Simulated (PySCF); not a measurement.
# C₅H₇BF₂O: electronic excitations

What electronic excitations should C₅H₇BF₂O (`O=C1CCB(F)C[C@@H]1F`) show?

Programs: PySCF 2.14.0, with density-fitted response routines of our own. Each step states its level of theory. These are calculated values for one molecule in the gas phase, unless marked as measured. Atoms count from 0, in the outputs and in this text.

### Step 1. The molecule as given

16 atoms, charge 0, multiplicity 1; geometry from: GFN2-xTB.

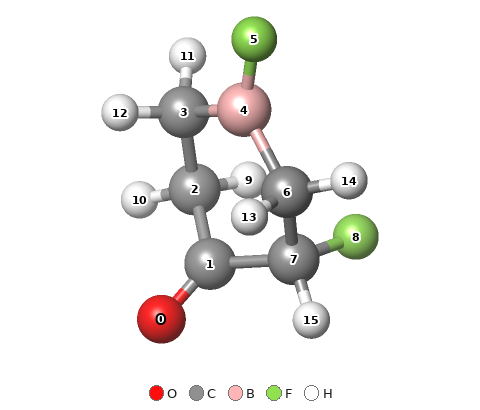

The starting geometry (oxygen red, carbon grey, boron pink, fluorine green, hydrogen white), atoms numbered.

### Step 2. TDDFT and polarisability: CAM-B3LYP/def2-SVPD

Job settings and geometry (Å):

```
{"job": {"kind": "uv", "xc": "CAM-B3LYP", "basis": "def2-SVPD", "nstates": 8, "ntriplets": 3}, "charge": 0, "multiplicity": 1}
O     -0.335296    -2.045234     1.334460
C     -0.178916    -1.332936     0.378694
C     -1.284177    -0.699767    -0.420080
C     -1.308201     0.813013    -0.116626
B      0.125192     1.466653     0.029362
F      0.250155     2.778744    -0.019787
C      1.401269     0.578334     0.354371
C      1.208965    -0.881182    -0.073902
F      1.298034    -0.953887    -1.452784
H     -1.077297    -0.850227    -1.480403
H     -2.237297    -1.164686    -0.168658
H     -1.926894     1.319221    -0.859597
H     -1.819867     0.965206     0.840575
H      1.576589     0.595668     1.433375
H      2.311873     0.963223    -0.110492
H      1.988269    -1.543200     0.320080
```

Method: TDDFT CAM-B3LYP/def2-SVPD, vertical, gas phase, core orbitals frozen in the response.

Command:

```console
$ OMP_NUM_THREADS=1 python probes_run.py task.json out
```

This one command runs all jobs of the session in turn.

What will the session give for the following? lowest singlet (CAM-B3LYP/def2-SVPD); brightest single state of those computed; lowest triplet; surface potential, least and greatest. Wanted: lowest singlet; brightest single state of those computed; lowest triplet; surface potential, least and greatest.

**Answer**, as computed:

| quantity | value |
| --- | --- |
| lowest singlet (CAM-B3LYP/def2-SVPD) | 4.23 eV (293 nm), f = 0.000 |
| brightest single state of those computed | state 8, 8.12 eV, f = 0.043 |
| lowest triplet | 3.66 eV |
| surface potential, least and greatest | -1.47 V and 1.69 V |

**Reading.** The first singlet state (HOMO→LUMO 0.78, HOMO→LUMO+1 0.10) lies at 4.23 eV and is dark; of the 8 states computed, the strongest absorption comes from state 8 at 8.12 eV (the last computed, so partners may be missing). The lowest triplet lies 0.56 eV below the lowest singlet (triplets in Tamm-Dancoff, singlets in full TDDFT).
